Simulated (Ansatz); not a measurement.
HNSi

Input

```
basis:
  gaussian:
    orbitals: def2-TZVPD
crystal:
  periodic: [false, false, false]
  atoms:
    - {symbol: "N", position_ang: [0.000000, 0.000000, -1.560259]}
    - {symbol: Si, position_ang: [0.000000, 0.000000, 0.026177]}
    - {symbol: H, position_ang: [0.000000, 0.000000, 1.534082]}
hamiltonian:
  xc: {name: PBE0}
output:
  forces: true
  orbitals: {seedname: orbitals}
```

Run with:

```sh
ansatz run input.yaml --threads 1 --pin off --max-ram 2610MiB --events-out events.jsonl --progress --plain --runs-dir runs
```

Geometry: PBE-D3(BJ)/def2-SVP.

Theory: isolated molecule in a Gaussian basis; Kohn-Sham density functional theory, functional PBE0 in Ansatz 0.2.0.

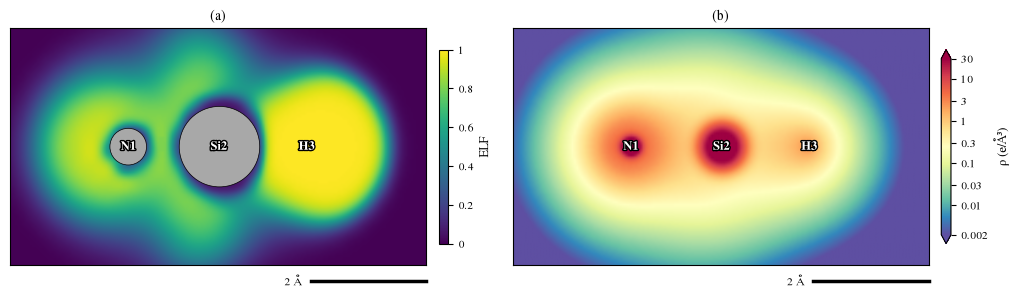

Figure 1. (a) ELF; (b) electron density on a plane that holds the molecular axis. Grey discs cover the atomic cores in the ELF map.

What does the map show?

Answer. The plane passes through N, Si and H nuclei. Si–N (1.59 Å): the density is about 1.3 e/Å³ at the midpoint; the ELF peaks at about 0.80 between the atoms; a polar covalent bond. Si–H (1.51 Å): ρ at the midpoint is about 0.78 e/Å³; the ELF climbs to about 1 towards the hydrogen, as it does in any bond to H. The ELF also peaks beside N1, away from the bonds: lone-pair regions.

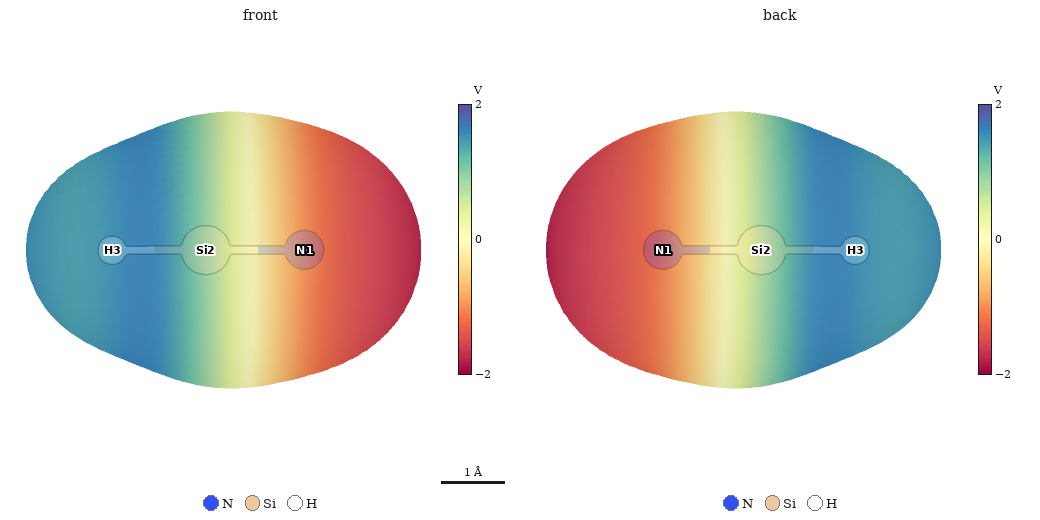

Figure 2. The electrostatic potential painted on the density surface at 0.001 e/bohr³, seen from the front and from behind; the colour scale runs from red (negative) to blue (positive).

Which sites attract a positive test charge, and which a negative one?

Answer. A positive charge is drawn to the negative regions and a negative charge to the positive ones. The most negative region (about −1.8 V) lies over N1, the most positive (about +1.6 V) over Si2. N1 is the likeliest acceptor of a hydrogen bond.

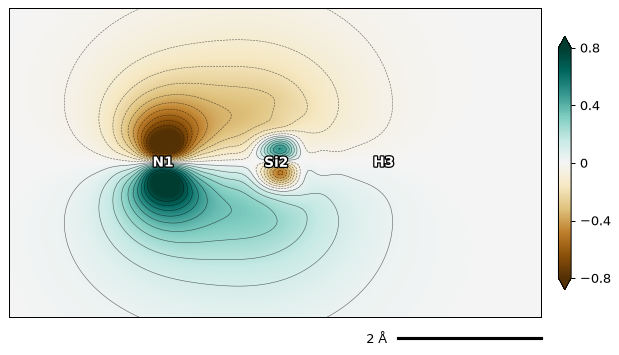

Figure 3. The HOMO on a plane that holds the molecular axis (values in Å⁻³ᐟ²; the overall sign is arbitrary).

Where does this orbital lie, and at what energy?

Answer. It lies mainly on N1 (about 60 %) and Si2 (about 40 %); π-bonding across N1–Si2. It is one of a degenerate set, so its orientation is arbitrary. Its energy is −7.73 eV.
